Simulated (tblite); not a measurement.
## Run report: Ge₄H₁₀O₂, geometry relaxation

- system: Ge₄H₁₀O₂, SMILES [OH][Ge]([GeH3])([GeH3])[O][GeH3]
- method: GFN2-xTB geometry optimisation, gas phase (tblite 0.8.0)

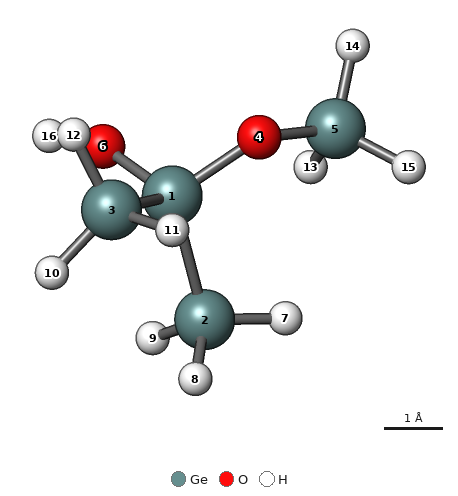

*The input geometry (ball-and-stick view, seen at a tilt; atoms are numbered from 1 in the order of the input). Sticks mark near contacts.*

## Input
```
{"job": {"kind": "relax", "xc": "GFN2-xTB", "basis": "xTB"}, "charge": 0, "multiplicity": 1}
Ge     0.097454    -0.173346    -1.212586
Ge    -1.941650    -1.105356    -0.361751
Ge    -0.323600     0.935179    -3.295821
O      0.795975     1.002609     0.013834
Ge     0.927824     0.725755     1.826484
O      1.355539    -1.577485    -1.500865
H     -2.080278    -0.745983     1.079904
H     -3.104380    -0.561145    -1.155513
H     -1.894477    -2.589989    -0.492825
H     -1.195981     0.076112    -4.184442
H     -1.030056     2.239330    -3.004168
H      0.991382     1.238784    -4.008027
H      0.580186    -0.716646     2.158085
H      2.326232     1.001060     2.310601
H     -0.035281     1.648625     2.572033
H      1.662085    -1.859412    -2.385530
```

The first line tells a small driver script what to run in tblite; the rest is the geometry in Å.

Launched with:
```bash
OMP_NUM_THREADS=1 python <driver script> task.json out
```

## What the program printed
```
step      E/eV     max force
  0    -571.46633    1.098
  1    -571.54412    0.886
  2    -571.69570    0.696
  3    -571.72412    0.473
  4    -571.79176    0.394
  5    -571.82579    0.586
  6    -571.85226    0.521
  7    -571.87713    0.338
  8    -571.89143    0.303
  9    -571.90255    0.255
 10    -571.91280    0.200
 11    -571.92024    0.179
 12    -571.92506    0.177
 13    -571.92845    0.134
 14    -571.93148    0.133
 15    -571.93439    0.112
 16    -571.93684    0.132
 17    -571.93904    0.152
 18    -571.94136    0.147
 19    -571.94368    0.103
 20    -571.94559    0.091
 21    -571.94716    0.121
 22    -571.94904    0.157
 23    -571.95236    0.194
 24    -571.95804    0.284
 25    -571.96514    0.360
 26    -571.97461    0.300
 27    -571.98172    0.643
 28    -571.98768    0.605
 29    -571.99642    0.301
 30    -572.00488    0.475
 31    -572.01405    0.470
 32    -572.02479    0.639
 33    -572.03534    0.339
 34    -572.04164    0.729
 35    -572.04834    0.172
 36    -572.05115    0.145
 37    -572.05757    0.272
 38    -572.06026    0.169
 39    -572.06593    0.140
 40    -572.06884    0.096
 41    -572.06983    0.209
 42    -572.07077    0.084
 43    -572.07135    0.069
 44    -572.07272    0.081
 45    -572.07347    0.093
 46    -572.07489    0.102
 47    -572.07587    0.108
 48    -572.07682    0.097
 49    -572.07747    0.068
 50    -572.07791    0.042
 51    -572.07817    0.043
 52    -572.07847    0.051
 53    -572.07895    0.072
 54    -572.07968    0.083
 55    -572.08043    0.064
 56    -572.08090    0.049
 57    -572.08115    0.053
 58    -572.08142    0.044
 59    -572.08200    0.070
 60    -572.08288    0.082
 61    -572.08375    0.064
 62    -572.08433    0.063
 63    -572.08470    0.045
 64    -572.08493    0.033
 65    -572.08513    0.030
 66    -572.08535    0.033
 67    -572.08555    0.037
 68    -572.08576    0.040
 69    -572.08593    0.036
 70    -572.08605    0.026
 71    -572.08613    0.025
 72    -572.08623    0.027
 73    -572.08640    0.045
 74    -572.08664    0.054
 75    -572.08691    0.040
 76    -572.08709    0.042
 77    -572.08722    0.042
 78    -572.08737    0.039
 79    -572.08763    0.054
 80    -572.08798    0.051
 81    -572.08828    0.037
 82    -572.08843    0.020
 83    -572.08851    0.023
 84    -572.08858    0.025
 85    -572.08868    0.028
 86    -572.08877    0.027
 87    -572.08885    0.022
 88    -572.08891    0.025
 89    -572.08898    0.024
 90    -572.08908    0.028
 91    -572.08918    0.022
 92    -572.08924    0.019
 93    -572.08929    0.018
 94    -572.08936    0.027
 95    -572.08946    0.040
 96    -572.08960    0.044
 97    -572.08973    0.030
 98    -572.08980    0.014
 99    -572.08983    0.013
100    -572.08987    0.020
101    -572.08992    0.030
102    -572.09000    0.035
103    -572.09009    0.030
104    -572.09018    0.022
105    -572.09024    0.023
106    -572.09029    0.026
107    -572.09035    0.024
108    -572.09040    0.024
109    -572.09045    0.020
110    -572.09050    0.017
111    -572.09054    0.018
112    -572.09056    0.013
113    -572.09058    0.013
114    -572.09059    0.010
115    -572.09061    0.017
116    -572.09064    0.019
117    -572.09067    0.013
118    -572.09069    0.009
119    -572.09071    0.008
120    -572.09072    0.011
121    -572.09074    0.012
122    -572.09076    0.011
123    -572.09079    0.014
124    -572.09083    0.016
125    -572.09087    0.016
126    -572.09090    0.018
127    -572.09092    0.014
128    -572.09093    0.009
129    -572.09094    0.012
130    -572.09096    0.013
131    -572.09098    0.013
132    -572.09099    0.013
133    -572.09101    0.010
134    -572.09102    0.009
135    -572.09104    0.008
136    -572.09105    0.007
```

## Trajectory as extended XYZ (Å, eV, eV/Å), 7 of the 29 frames kept, from step=0 to step=136
```
16
Properties=species:S:1:pos:R:3:forces:R:3 step=0 energy=-571.46633
Ge    0.0975   -0.1733   -1.2126    0.8500  -0.6560  -0.1860
Ge   -1.9416   -1.1054   -0.3618    0.5390   0.0050   0.0310
Ge   -0.3236    0.9352   -3.2958    0.5770   0.3180   0.2650
O     0.7960    1.0026    0.0138   -0.0470  -0.6430   0.8410
Ge    0.9278    0.7258    1.8265   -0.1850  -0.0600  -0.6210
O     1.3555   -1.5775   -1.5009   -0.4820   0.5190  -0.2220
H    -2.0803   -0.7460    1.0799   -0.3140  -0.0460   0.1470
H    -3.1044   -0.5611   -1.1555   -0.0030  -0.1110   0.1420
H    -1.8945   -2.5900   -0.4928   -0.2680  -0.1420   0.0510
H    -1.1960    0.0761   -4.1844    0.0860   0.1690  -0.0150
H    -1.0301    2.2393   -3.0042    0.0250  -0.1200  -0.3040
H     0.9914    1.2388   -4.0080   -0.4120   0.0260  -0.1240
H     0.5802   -0.7166    2.1581   -0.0050   0.1710  -0.1550
H     2.3262    1.0011    2.3106    0.0110   0.0820  -0.2960
H    -0.0353    1.6486    2.5720    0.0840  -0.0870  -0.3710
H     1.6621   -1.8594   -2.3855   -0.4560   0.5730   0.8180
16
Properties=species:S:1:pos:R:3:forces:R:3 step=25 energy=-571.96514
Ge    0.0622   -0.2394   -1.2143   -0.1030   0.0440   0.0390
Ge   -1.9421   -1.1951   -0.2774   -0.3000  -0.1310   0.1500
Ge   -0.1895    1.0575   -3.2331   -0.0650   0.1060  -0.1680
O     0.8235    0.8096    0.0028    0.1070   0.0460   0.1680
Ge    0.9519    0.6878    1.7393    0.0550   0.0030  -0.0640
O     1.1803   -1.5875   -1.4203    0.1200  -0.0870  -0.3190
H    -2.2738   -0.8686    1.1690    0.1170   0.0300  -0.1280
H    -3.1739   -0.7176   -1.0240    0.1150  -0.0060   0.0130
H    -2.0473   -2.6965   -0.3532    0.0660   0.0310  -0.0260
H    -1.0516    0.2013   -4.1447    0.0740   0.1180   0.0070
H    -0.9353    2.3711   -3.1310    0.1000  -0.1820   0.0290
H     1.0450    1.3525   -4.0625   -0.0690  -0.0500   0.0870
H     0.6402   -0.7235    2.1636   -0.0170   0.0440   0.0010
H     2.3790    1.0458    2.0762   -0.1750   0.0310  -0.0860
H    -0.0643    1.6624    2.2810    0.1010  -0.0490  -0.0020
H     1.7268   -1.6218   -2.2119   -0.1270   0.0510   0.2980
16
Properties=species:S:1:pos:R:3:forces:R:3 step=45 energy=-572.07347
Ge   -0.1305   -0.2941   -1.2572    0.0690  -0.0040  -0.0500
Ge   -2.0511   -1.3093   -0.2182   -0.0410  -0.0020  -0.0130
Ge   -0.1680    1.1036   -3.2323   -0.0450   0.0190  -0.0360
O     0.8344    0.6848   -0.0897   -0.0220  -0.0030  -0.0250
Ge    0.9869    0.7103    1.6326   -0.0250  -0.0180   0.0340
O     0.9041   -1.6786   -1.6274    0.0280   0.0290   0.0250
H    -2.2593   -0.9099    1.2177    0.0070   0.0260   0.0260
H    -3.3180   -0.9031   -0.9270    0.0010  -0.0100   0.0140
H    -2.0325   -2.8064   -0.2453    0.0220  -0.0270  -0.0110
H    -0.9504    0.4279   -4.3364    0.0410   0.0690   0.0470
H    -0.7861    2.4673   -3.0826    0.0150  -0.0420  -0.0120
H     1.1997    1.3304   -3.8265   -0.0210  -0.0020   0.0220
H     0.7336   -0.6679    2.1797    0.0150   0.0040   0.0030
H     2.3908    1.1677    1.8732    0.0070   0.0090  -0.0180
H    -0.0280    1.6792    2.1705   -0.0030   0.0080  -0.0190
H     1.8053   -1.4639   -1.8717   -0.0450  -0.0560   0.0120
16
Properties=species:S:1:pos:R:3:forces:R:3 step=70 energy=-572.08605
Ge   -0.1722   -0.3332   -1.3034    0.0070  -0.0090   0.0010
Ge   -2.0718   -1.3462   -0.2159    0.0090   0.0000   0.0140
Ge   -0.1279    1.1435   -3.2244   -0.0120  -0.0010   0.0170
O     0.7755    0.6606   -0.1384    0.0080   0.0090  -0.0140
Ge    0.9740    0.7402    1.5766    0.0000  -0.0010   0.0000
O     0.8298   -1.7557   -1.5986    0.0050  -0.0150   0.0000
H    -2.2157   -0.9017    1.2175   -0.0110  -0.0020  -0.0040
H    -3.3877   -1.0154   -0.8689   -0.0070   0.0060  -0.0050
H    -1.9842   -2.8428   -0.1968    0.0010   0.0000   0.0020
H    -0.8880    0.5943   -4.4041    0.0070   0.0050  -0.0020
H    -0.7243    2.4985   -2.9743    0.0090  -0.0040  -0.0020
H     1.2630    1.3940   -3.7441    0.0000  -0.0040   0.0100
H     0.7894   -0.6283    2.1719    0.0040   0.0030   0.0070
H     2.3711    1.2509    1.7507   -0.0100   0.0040   0.0020
H    -0.0549    1.6968    2.1107    0.0010  -0.0050  -0.0080
H     1.7548   -1.6173   -1.7991   -0.0120   0.0150  -0.0170
16
Properties=species:S:1:pos:R:3:forces:R:3 step=95 energy=-572.08946
Ge   -0.1899   -0.3684   -1.3077   -0.0110  -0.0100   0.0130
Ge   -2.0798   -1.3681   -0.1910   -0.0020   0.0040  -0.0050
Ge   -0.1116    1.1477   -3.1887    0.0320   0.0190  -0.0130
O     0.7856    0.6332   -0.1698    0.0030  -0.0140   0.0040
Ge    0.9721    0.7645    1.5427   -0.0080  -0.0010  -0.0050
O     0.7981   -1.7964   -1.6223    0.0010   0.0020  -0.0020
H    -2.2423   -0.8960    1.2309    0.0000   0.0050   0.0030
H    -3.3912   -1.0576   -0.8643   -0.0010   0.0030   0.0010
H    -1.9853   -2.8631   -0.1430    0.0050  -0.0060   0.0030
H    -0.8366    0.6719   -4.4200   -0.0050  -0.0130  -0.0120
H    -0.6811    2.5054   -2.9008    0.0020   0.0060   0.0030
H     1.3074    1.3835   -3.6389   -0.0230   0.0010   0.0010
H     0.8355   -0.5931    2.1729    0.0110  -0.0050   0.0090
H     2.3434    1.3397    1.7064    0.0070   0.0010   0.0050
H    -0.0971    1.6904    2.0494   -0.0100   0.0070   0.0010
H     1.7037   -1.6555   -1.8963   -0.0020   0.0030  -0.0040
16
Properties=species:S:1:pos:R:3:forces:R:3 step=115 energy=-572.09061
Ge   -0.1911   -0.3777   -1.3102    0.0050   0.0080   0.0020
Ge   -2.0830   -1.3688   -0.1887    0.0050   0.0000   0.0040
Ge   -0.1008    1.1553   -3.1826    0.0050   0.0120   0.0110
O     0.8076    0.5834   -0.1570    0.0000  -0.0030   0.0000
Ge    0.9702    0.7653    1.5530   -0.0020   0.0020  -0.0020
O     0.7783   -1.8095   -1.6630   -0.0030  -0.0010  -0.0020
H    -2.2426   -0.8717    1.2256   -0.0030  -0.0010  -0.0020
H    -3.3962   -1.0723   -0.8648    0.0010   0.0010  -0.0010
H    -1.9815   -2.8629   -0.1141    0.0010   0.0020   0.0000
H    -0.8202    0.6768   -4.4170   -0.0030  -0.0040  -0.0040
H    -0.6717    2.5143   -2.8972    0.0030  -0.0070  -0.0020
H     1.3181    1.3928   -3.6294   -0.0080   0.0000   0.0010
H     0.8722   -0.5770    2.2233    0.0010   0.0000  -0.0040
H     2.3238    1.3848    1.7100   -0.0030   0.0010   0.0010
H    -0.1296    1.6744    2.0293    0.0030  -0.0070  -0.0070
H     1.6775   -1.6692   -1.9579   -0.0010  -0.0020   0.0050
16
Properties=species:S:1:pos:R:3:forces:R:3 step=136 energy=-572.09105
Ge   -0.1834   -0.3766   -1.3081    0.0040   0.0030  -0.0040
Ge   -2.0784   -1.3583   -0.1844   -0.0020  -0.0020   0.0000
Ge   -0.0986    1.1619   -3.1759    0.0010   0.0000   0.0030
O     0.8442    0.5588   -0.1595    0.0000  -0.0020   0.0020
Ge    0.9714    0.7613    1.5510   -0.0010  -0.0010   0.0000
O     0.7595   -1.8205   -1.6804   -0.0020  -0.0030   0.0010
H    -2.2532   -0.8546    1.2256    0.0000   0.0040   0.0000
H    -3.3878   -1.0745   -0.8732    0.0030   0.0010   0.0010
H    -1.9675   -2.8509   -0.0993   -0.0020  -0.0010   0.0010
H    -0.8203    0.6757   -4.4062   -0.0010   0.0020  -0.0040
H    -0.6759    2.5183   -2.8918    0.0000  -0.0030   0.0000
H     1.3169    1.4063   -3.6280   -0.0040  -0.0010   0.0000
H     0.8924   -0.5769    2.2309    0.0010  -0.0030  -0.0010
H     2.3057    1.4153    1.7255    0.0040   0.0000  -0.0020
H    -0.1577    1.6473    1.9991   -0.0060   0.0010   0.0020
H     1.6635   -1.6944   -1.9660    0.0050   0.0010   0.0000
```

## Results in brief

| quantity | value |
| --- | --- |
| outcome | converged |
| total energy | −572.0910 eV |
| hardware | 1 CPU thread, shared host |
| wall time | 4.7 s |
| peak memory | 0.18 GiB |
